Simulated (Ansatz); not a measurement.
Fields on a plane of Se (trigonal-Se type, space group P3_121)

```yaml
crystal:
  lattice:
    - [4.52940, 0.00000, 0.00000]
    - [-2.26470, 3.92257, 0.00000]
    - [0.00000, 0.00000, 5.04244]
  atoms:
    - { symbol: Se, position: [0.21841, 0.00000, 0.83333] }
    - { symbol: Se, position: [0.00000, 0.21841, 0.16667] }
    - { symbol: Se, position: [0.78159, 0.78159, 0.50000] }
```

The slice is a (1 -1 0 0) plane (indices of the conventional cell) through the point (0.782, 0.782, 0.500) (fractional), spanned by u = [110] and v = [001] in vectors of this cell: u (4.53 Å) and v (5.04 Å, at 90° to u). It covers one period; positions are fractions (u, v).

Atoms on it: Se at (0.00, 0.00). Other atoms lie within 1 Å of the plane.

Method: PBE (plane waves to 420 eV, PAW, scalar-relativistic; Ansatz, a program for electronic structure). k mesh 9×9×7. These are valence fields of a PAW run, semicore shells included where kept as valence: close to a nucleus they are smooth pseudo fields. Se was relaxed with its symmetry unable to fall. The PAW data are Ansatz's earlier set.

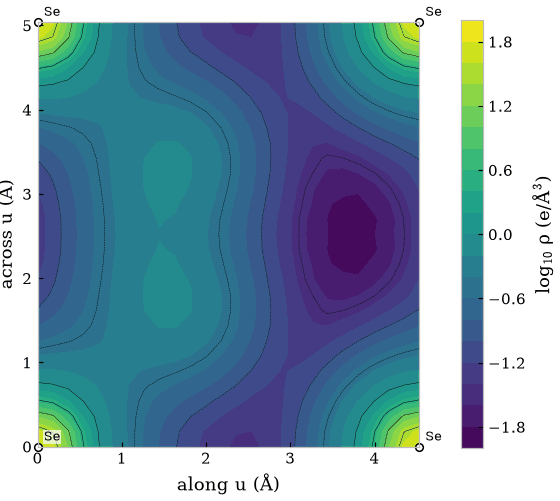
Log₁₀ of the valence density in e/Å³, one period of the plane, atoms marked. The scale is logarithmic, as a density can span decades between atoms and voids.

```
|xxxxxx03678999998750xxxxx|
|xxxxxx04678899999751xxxxx|
|xxxxx0145678899998630xxxx|
|xxxx002345678899987510xxx|
|xxx00011123568999986410xx|
|0001100000035789998865300|
|3332100xxx003678999887654|
|655300xxxxx01578999988776|
|765300xxxxxx0478999999888|
|876400xxxxx00468999999998|
|876410xxxxx01468999999999|
|98753000xx002578999999999|
|9876410000003578999999999|
|9876420000013578999999999|
|9876410000003578999999999|
|98753000xx002578999999999|
|876410xxxxx01468999999999|
|876400xxxxx00468999999998|
|765300xxxxxx0478999999888|
|655300xxxxx01578999988776|
|3332100xxx003678999887654|
|0001100000035789998865300|
|xxx00011123568999986410xx|
|xxxx002345678899987510xxx|
|xxxxx0145678899998630xxxx|
|xxxxxx04678899999751xxxxx|
|xxxxxx03678999998750xxxxx|
|xxxxxx03678999998750xxxxx|
```
Scale: ten equal steps from -4.00 (start of '0') to 4.58 (end of '9'), in the order '0123456789'. Values: electrostatic potential energy of an electron, from the cell's mean, in eV. The map has 25 points along u (one character each, u = 0 at the left) and 28 along v (v = 0 in the bottom row). Points within 1 Å of a nucleus are blanked (x), as the pseudised field means little there. Values under -4 eV are set to -4. The zero, the cell's mean, hangs on the PAW cores.
